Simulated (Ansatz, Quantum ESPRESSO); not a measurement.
# Ir(100), 5 layers against a metal electrode: the electrode's level over the Fermi level at a withheld member of a series

How the rows were computed: Quantum ESPRESSO 7.5, PBE, GBRV ultrasoft. The slab is relaxed neutral, then held. ESM with bc3: vacuum below and a metal electrode about 6 Å above the top atoms. Cold smearing of 0.02 Ry. Charges are set per cell from the starting area. The slabs take the lattice constants of the bulk relaxed by the same program. The series steps the charge of the slab (positive: electrons removed).

| charge of the slab | electrode's level over the Fermi level (eV) |
| --- | --- |
| 1 ×10¹³ e/cm² | 6.358 |
| 2 ×10¹³ e/cm² | 7.169 |
| 3 ×10¹³ e/cm² | 7.981 |
| 4.5 ×10¹³ e/cm² | 9.209 |
| 6 ×10¹³ e/cm² | 10.444 |
| 7 ×10¹³ e/cm² | 11.271 |

One more run was made and is withheld. What is the electrode's level over the Fermi level at 8 ×10¹³ e/cm²?

**Fit.** The rows at 6 ×10¹³ e/cm² and 7 ×10¹³ e/cm² give a slope of (11.271 − (10.444))/(7 − (6)) = 0.827, so a straight line gives 12.098 eV. A parabola through these and the row at 4.5 ×10¹³ e/cm² gives 12.101 eV.

**The withheld run.** 12.102 eV. The line misses by −0.004 and the parabola by −0.001 eV. Both misses are under 5 % of the step from the nearer row.

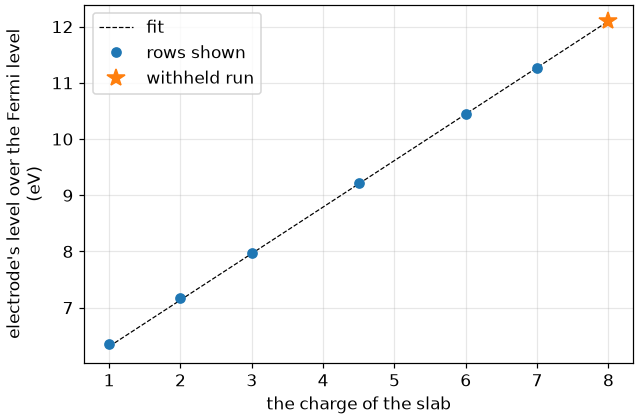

The rows shown, the fit and the withheld run.

Caveats: Vacuum fills the gap; ions don't answer the charge; added electrons can spill towards the electrode at the most negative charges. Charges count on the starting cell, which the relaxation changed by some per cent. Members without a usable value, or on the other side of zero field or charge, are not listed.
